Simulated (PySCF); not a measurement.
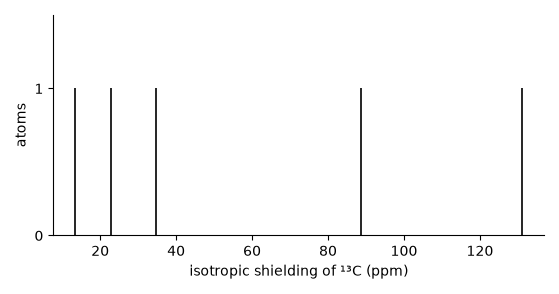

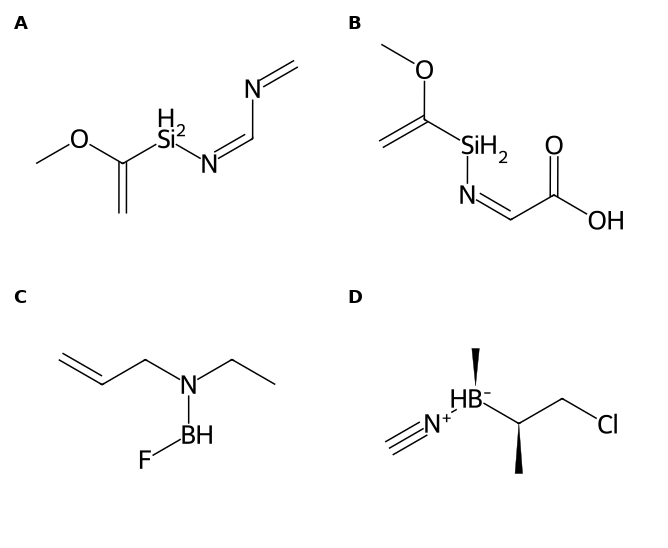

The sticks are computed shieldings of one of the molecules, for one fixed geometry (GFN2-xTB) without averaging over rotations. Low shielding means a high chemical shift. Method: GIAO PBE0/pcSseg-1 NMR shielding, non-relativistic, gas phase (PySCF 2.14.0).

Which molecule gives this pattern?

Answer. A, `C=N/C=N\[SiH2]C(=C)OC`. Its 5 C atoms give lines at 13.5, 22.8, 34.7, 88.7, 131.1 ppm.

The geometry is semi-empirical. Around B, Si such bond lengths and angles can be off by a tenth of an ångström or more and by several degrees, and values that hang on the shape move with them.
